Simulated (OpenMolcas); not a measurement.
# A workflow on GeSiH4O (SMILES [SiH3][O][GeH])

We compute a single-point energy (HF/ANO-RCC-MB), then the energy (CASSCF(2,2)/ANO-RCC-VDZP), then an energy scan (CASPT2(2,2)/ANO-RCC-VDZP), then the energy along one coordinate (SC-NEVPT2(2,2)/ANO-RCC-VDZP), then an energy scan (MC-PDFT[tPBE](2,2)/ANO-RCC-VDZP) of GeSiH4O. 

The results are computed with OpenMolcas 26.06.

## 1. Starting point

The species is GeSiH4O (7 atoms), meant as a singlet with charge 0. SMILES: `[SiH3][O][GeH]`. The shape is that of a PBE0-D4/def2-TZVP optimisation. This is one conformer, not always the lowest.

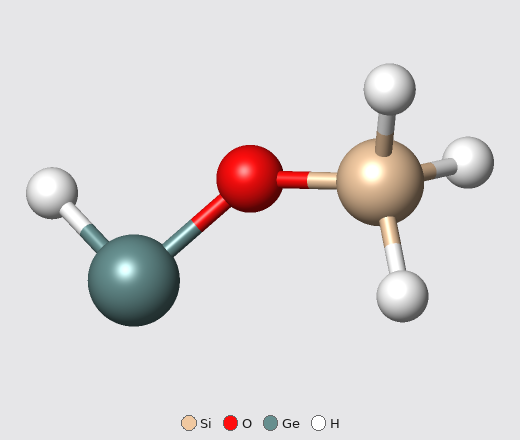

Viewed from a chosen angle; silicon light orange, oxygen red, germanium teal, hydrogen white.

## 2. A single-point energy at HF/ANO-RCC-MB (DKH2) (run 1)

Input file input.xyz:

```xyz
7

Si    -0.741700     0.650900    -0.296500
O      0.533500    -0.139300     0.373700
Ge     1.261400    -1.756200     0.134200
H     -1.409200    -0.197600    -1.323800
H     -0.260900     1.901300    -0.937500
H     -1.722500     0.988100     0.766400
H      2.400800    -1.515100     1.238000
```

Input file step1.inp:

```
&GATEWAY
 Coord
 input.xyz
 Basis
 ANO-RCC-MB
 Group
 NoSym

&SEWARD

&SCF
 PrOrbitals
 0

&LOCALISATION
 Occupied
 Freeze
 Pipek-Mezey

&LOCALISATION
 FileOrb
 $Project.LocOrb
 Virtual
 Pipek-Mezey
```

The run is started by

```bash
$ export MOLCAS_MEM=1860
$ pymolcas step1.inp > step1.log
```

What it wrote:

```text
--- Start Module: gateway ---
[...]
--- Stop Module: gateway /rc=_RC_ALL_IS_WELL_ ---
[...]
      Basis functions           36
[...]
       Convergence after  10 Iterations
[...]
::    Total SCF energy                              -2463.6438151937
[...]
      Total spin, S                                     0.0000000000
[...]
      Total electronic charge=   58.000000
      Total            charge=   -0.000000
[...]
      Dipole Moment (debye):
      Origin of the operator (angstrom)=    0.6564   -0.9240    0.0602
                   X= -1.2025E-01               Y= -7.6657E-01               Z= -5.1188E-01           Total=  9.2958E-01
      Quadrupole Moment (debye*angstrom):
[...]
--- Start Module: localisation ---
[...]
--- Stop Module: localisation /rc=_RC_ALL_IS_WELL_ ---
--- Start Module: localisation ---
[...]
--- Stop Module: localisation /rc=_RC_ALL_IS_WELL_ ---
[...]
```

Wall time 3.6 s (1 thread of Intel Xeon 6975P-C (Granite Rapids), shared host); peak memory 0.41 GiB.

## 3. A single-point energy at CASSCF(2,2)/ANO-RCC-VDZP (DKH2, RICD fitting) (run 2)

input.xyz is that of step 2.

Input file step2.inp:

```
&GATEWAY
 COORD=input.xyz
 BASIS=ANO-RCC-MB
 GROUP=NoSym

&SEWARD

&RASSCF
 FILEORB=$CurrDir/step1.LocOrb
 ALTER=2
 1 27 29
 1 30 34
 SPIN=1
 NACTEL=2 0 0
 INACTIVE=28
 RAS2=2
 ORBLISTING=Nothing
>>> COPY $Project.RunFile RUNFIL1
>>> COPY $Project.RasOrb INPORB

&GATEWAY
 COORD=input.xyz
 BASIS=ANO-RCC-VDZP
 GROUP=NoSym
 RICD

&SEWARD
>>> COPY $Project.RunFile RUNFIL2

&EXPBAS

&RASSCF
 FILEORB=$Project.ExpOrb
 SPIN=1
 NACTEL=2 0 0
 INACTIVE=28
 RAS2=2
 ORBLISTING=Nothing
 ORBAPPEAR=Compact
```

The run is started by

```bash
$ export MOLCAS_MEM=1860
$ pymolcas step2.inp > step2.log
```

What it wrote:

```text
--- Start Module: gateway ---
[...]
--- Stop Module: gateway /rc=_RC_ALL_IS_WELL_ ---
[...]
      Basis functions           36
[...]
      Number of active orbitals                  2
[...]
      Spin quantum number                      0.0
[...]
      Active orbitals                            2
[...]
      Number of CSFs                             3
[...]
      Number of root(s) required                 1
[...]
      Convergence after 10 iterations
[...]
      printout of CI-coefficients larger than  0.05 for root  1
      energy=   -2463.657558
      conf/sym  11     Coeff  Weight
             1  20   0.99396 0.98795
             3  02  -0.10976 0.01205
      Natural orbitals and occupation numbers for root  1
      sym 1:   1.975908   0.024092
      ************************************************************************************************************************
      *                                                    Final results                                                     *
[...]
::    RASSCF root number  1 Total energy:  -2463.65755774
[...]
      Basis functions           79
[...]
--- Start Module: expbas ---
[...]
--- Stop Module: expbas /rc=_RC_ALL_IS_WELL_ ---
--- Start Module: rasscf ---
[...]
      Convergence after 14 iterations
[...]
      Natural orbitals and occupation numbers for root  1
      sym 1:   1.982030   0.017970
      ************************************************************************************************************************
      *                                                    Final results                                                     *
[...]
::    RASSCF root number  1 Total energy:  -2463.88743382
[...]
      Total electronic charge=   58.000000
      Total            charge=   -0.000000
[...]
      Dipole Moment (debye):
      Origin of the operator (angstrom)=    0.6564   -0.9240    0.0602
                   X=  1.7950E-01               Y= -1.2766E+00               Z= -5.2737E-01           Total=  1.3928E+00
      Quadrupole Moment (debye*angstrom):
[...]
--- Stop Module: rasscf /rc=_RC_ALL_IS_WELL_ ---
[...]
```

It took 11 s on 1 thread of Intel Xeon 6975P-C (Granite Rapids), shared host; peak memory 0.41 GiB.

## 4. An energy scan at CASPT2(2,2)/ANO-RCC-VDZP (DKH2, RICD fitting, ipea shift 0.25 Eh, pt2 variant SS) (run 3)

Input file step3.input:

```
>>> COPY $CurrDir/step2.RasOrb $Project.RasOrb
>>> ForEach K in (1, 2, 3, 4, 5, 6, 7, 8, 9)

&gateway
 coord = $CurrDir/point$K.xyz
 basis = ANO-RCC-VDZP
 group = NoSym
 ricd

&seward

&rasscf
 fileorb = $Project.RasOrb
 spin = 1
 nactel = 2 0 0
 inactive = 28
 ras2 = 2
 orblisting = Nothing
 orbappear = Compact

&caspt2
 imaginary = 0.2
 frozen = 15
>>> EndDo
```

The run is started by

```bash
$ export MOLCAS_MEM=1860
$ pymolcas step3.input > step3.log
```

What it wrote (excerpt; [...] marks lines left out):

```text
[...]
      Basis functions           79
[...]
      Number of active orbitals                  2
[...]
      Spin quantum number                      0.0
[...]
      Active orbitals                            2
[...]
      Number of CSFs                             3
[...]
      Number of root(s) required                 1
[...]
      Convergence after 11 iterations
[...]
      Natural orbitals and occupation numbers for root  1
      sym 1:   1.987817   0.012183
      ************************************************************************************************************************
      *                                                    Final results                                                     *
[...]
::    RASSCF root number  1 Total energy:  -2463.87637705
[...]
      E2 (Variational):          -0.5372858666
[...]
::    CASPT2 Root  1     Total energy:  -2464.41366292
[...]
      Convergence after 11 iterations
[...]
      Natural orbitals and occupation numbers for root  1
      sym 1:   1.982042   0.017958
      ************************************************************************************************************************
      *                                                    Final results                                                     *
[...]
      Convergence after 10 iterations
[...]
      Natural orbitals and occupation numbers for root  1
      sym 1:   1.820293   0.179707
      ************************************************************************************************************************
      *                                                    Final results                                                     *
[...]
      Convergence after  9 iterations
[...]
      Natural orbitals and occupation numbers for root  1
      sym 1:   1.639517   0.360483
      ************************************************************************************************************************
      *                                                    Final results                                                     *
[...]
      Convergence after 11 iterations
[...]
::    RASSCF root number  1 Total energy:  -2463.75285309
[...]
::    CASPT2 Root  1     Total energy:  -2464.28221247
[...]
      Convergence after  9 iterations
[...]
::    RASSCF root number  1 Total energy:  -2463.74796324
[...]
      E2 (Variational):          -0.5283243344
[...]
::    CASPT2 Root  1     Total energy:  -2464.27628758
[...]
```

It took 59 s on 1 thread of Intel Xeon 6975P-C (Granite Rapids), shared host; peak memory 0.25 GiB.

The scan, from its lowest point:

```
H4–Si1 (Å)  energy (kJ/mol)
     1.341             26.4
     1.490              0.0
     1.639             13.5
     1.863             67.6
     2.161            155.4
     2.533            250.5
     2.981            326.2
     3.577            371.5
     4.471            387.1
```

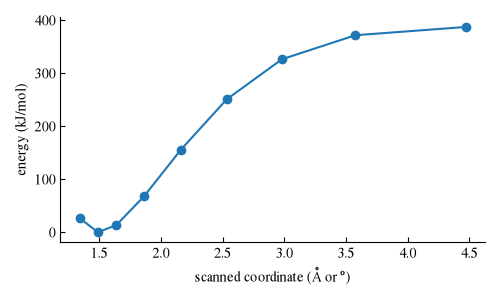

Energy along the scan.

## 5. An energy scan at SC-NEVPT2(2,2)/ANO-RCC-VDZP (DKH2, RICD fitting, pt2 variant SC-NEVPT2) (run 4)

Input file step4.input:

```
>>> COPY $CurrDir/step2.RasOrb $Project.RasOrb
>>> ForEach K in (1, 2, 3, 4, 5, 6, 7, 8, 9)

&GATEWAY
 Coord
 $CurrDir/point$K.xyz
 Basis
 ANO-RCC-VDZP
 Group
 NoSym
 RICD

&SEWARD

&RASSCF
 FileOrb
 $Project.RasOrb
 Spin
 1
 Nactel
 2 0 0
 Inactive
 28
 Ras2
 2
 OrbListing
 Nothing
 OrbAppear
 Compact

&CASPT2
 SC-NEVPT2
 Frozen
 15
>>> EndDo
```

The run is started by

```bash
$ export MOLCAS_MEM=1860
$ pymolcas step4.input > step4.log
```

What it wrote (excerpt; [...] marks lines left out):

```text
[...]
      Basis functions           79
[...]
      Number of active orbitals                  2
[...]
      Spin quantum number                      0.0
[...]
      Active orbitals                            2
[...]
      Number of CSFs                             3
[...]
      Number of root(s) required                 1
[...]
      Convergence after 11 iterations
[...]
      Natural orbitals and occupation numbers for root  1
      sym 1:   1.987817   0.012183
      ************************************************************************************************************************
      *                                                    Final results                                                     *
[...]
::    RASSCF root number  1 Total energy:  -2463.87637705
[...]
      E2 (Variational):          -0.5319745708
[...]
::    SC-NEVPT2 Root  1     Total energy:  -2464.40833727
[...]
      Convergence after 11 iterations
[...]
      Natural orbitals and occupation numbers for root  1
      sym 1:   1.982042   0.017958
      ************************************************************************************************************************
      *                                                    Final results                                                     *
[...]
      Convergence after 10 iterations
[...]
      Natural orbitals and occupation numbers for root  1
      sym 1:   1.820293   0.179707
      ************************************************************************************************************************
      *                                                    Final results                                                     *
[...]
      Convergence after  9 iterations
[...]
      Natural orbitals and occupation numbers for root  1
      sym 1:   1.639517   0.360483
      ************************************************************************************************************************
      *                                                    Final results                                                     *
[...]
      Convergence after 11 iterations
[...]
::    RASSCF root number  1 Total energy:  -2463.75285309
[...]
::    SC-NEVPT2 Root  1     Total energy:  -2464.28043826
[...]
      Convergence after  9 iterations
[...]
::    RASSCF root number  1 Total energy:  -2463.74796324
[...]
      E2 (Variational):          -0.5269661040
[...]
::    SC-NEVPT2 Root  1     Total energy:  -2464.27492935
[...]
```

It took 62 s on 1 thread of Intel Xeon 6975P-C (Granite Rapids), shared host; peak memory 0.25 GiB.

The scan, from its lowest point:

```
H4–Si1 (Å)  energy (kJ/mol)
     1.341             27.9
     1.490              0.0
     1.639             12.3
     1.863             65.2
     2.161            151.6
     2.533            245.6
     2.981            320.0
     3.577            363.7
     4.471            378.2
```

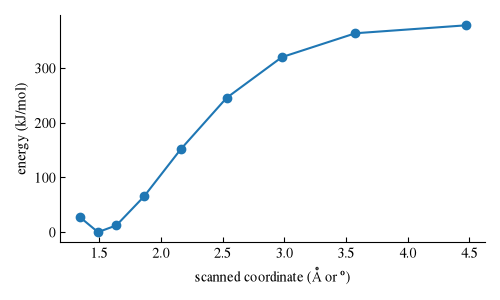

Energy along the scan.

## 6. The energy along one coordinate at MC-PDFT[tPBE](2,2)/ANO-RCC-VDZP (DKH2, RICD fitting) (run 5)

Input file step5.input:

```
>>> COPY $CurrDir/step2.RasOrb $Project.RasOrb
>>> ForEach K in (1, 2, 3, 4, 5, 6, 7, 8, 9)

&GATEWAY
 COORD=$CurrDir/point$K.xyz
 BASIS=ANO-RCC-VDZP
 GROUP=NoSym
 RICD

&SEWARD

&RASSCF
 FILEORB=$Project.RasOrb
 SPIN=1
 NACTEL=2 0 0
 INACTIVE=28
 RAS2=2
 ORBLISTING=Nothing
 ORBAPPEAR=Compact

&MCPDFT
 KSDFT=T:PBE
>>> EndDo
```

The run is started by

```bash
$ export MOLCAS_MEM=1860
$ pymolcas step5.input > step5.log
```

What it wrote (excerpt; [...] marks lines left out):

```text
--- Start Module: gateway ---
[...]
      Basis functions           79
[...]
      Number of active orbitals                  2
[...]
      Spin quantum number                      0.0
[...]
      Active orbitals                            2
[...]
      Number of CSFs                             3
[...]
      Number of root(s) required                 1
[...]
      Convergence after 11 iterations
[...]
      Natural orbitals and occupation numbers for root  1
      sym 1:   1.987817   0.012183
      ************************************************************************************************************************
      *                                                    Final results                                                     *
[...]
::    RASSCF root number  1 Total energy:  -2463.87637705
[...]
::    MCPDFT root number  1 Total energy:  -2466.00542544
[...]
      Convergence after 11 iterations
[...]
      Natural orbitals and occupation numbers for root  1
      sym 1:   1.982042   0.017958
      ************************************************************************************************************************
      *                                                    Final results                                                     *
[...]
      Convergence after 10 iterations
[...]
      Natural orbitals and occupation numbers for root  1
      sym 1:   1.820293   0.179707
      ************************************************************************************************************************
      *                                                    Final results                                                     *
[...]
      Convergence after  9 iterations
[...]
      Natural orbitals and occupation numbers for root  1
      sym 1:   1.639517   0.360483
      ************************************************************************************************************************
      *                                                    Final results                                                     *
[...]
      Convergence after 11 iterations
[...]
::    RASSCF root number  1 Total energy:  -2463.75285309
[...]
::    MCPDFT root number  1 Total energy:  -2465.87048018
[...]
      Convergence after  9 iterations
[...]
::    RASSCF root number  1 Total energy:  -2463.74796324
[...]
      Total electronic charge=   58.000000
      Total            charge=   -0.000000
[...]
::    MCPDFT root number  1 Total energy:  -2465.86493878
[...]
```

Wall time 63 s (1 thread of Intel Xeon 6975P-C (Granite Rapids), shared host); peak memory 0.25 GiB.

The scan, from its lowest point:

```
H4–Si1 (Å)  energy (kJ/mol)
     1.341             28.1
     1.490              0.0
     1.639             11.6
     1.863             63.4
     2.161            150.1
     2.533            248.0
     2.981            330.9
     3.577            382.4
     4.471            397.0
```

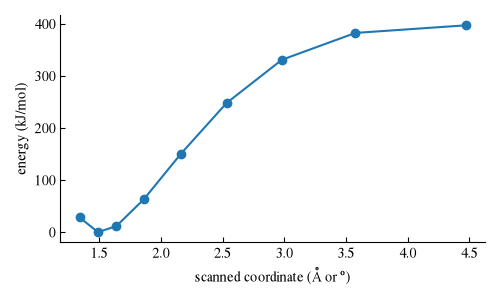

Energy along the scan.

## 7. Summary of results

| quantity | value |
| --- | --- |
| run 1, HF/ANO-RCC-MB: total energy | -2463.64382 Eh |
| run 1, HF/ANO-RCC-MB: dipole moment | 0.93 D |
| run 1, HF/ANO-RCC-MB: HOMO energy | -9.34 eV |
| run 1, HF/ANO-RCC-MB: LUMO energy | 0.91 eV |
| run 1, HF/ANO-RCC-MB: HOMO–LUMO gap | 10.26 eV |
| run 2, CASSCF(2,2)/ANO-RCC-VDZP: total energy | -2463.88743 Eh |
| run 2, CASSCF(2,2)/ANO-RCC-VDZP: dipole moment (CASSCF density) | 1.39 D |
| run 3, CASPT2(2,2)/ANO-RCC-VDZP: lowest energy of the scan | -2464.42372 Eh |
| run 4, SC-NEVPT2(2,2)/ANO-RCC-VDZP: lowest energy of the scan | -2464.41896 Eh |
| run 5, MC-PDFT[tPBE](2,2)/ANO-RCC-VDZP: lowest energy of the scan | -2466.01614 Eh |
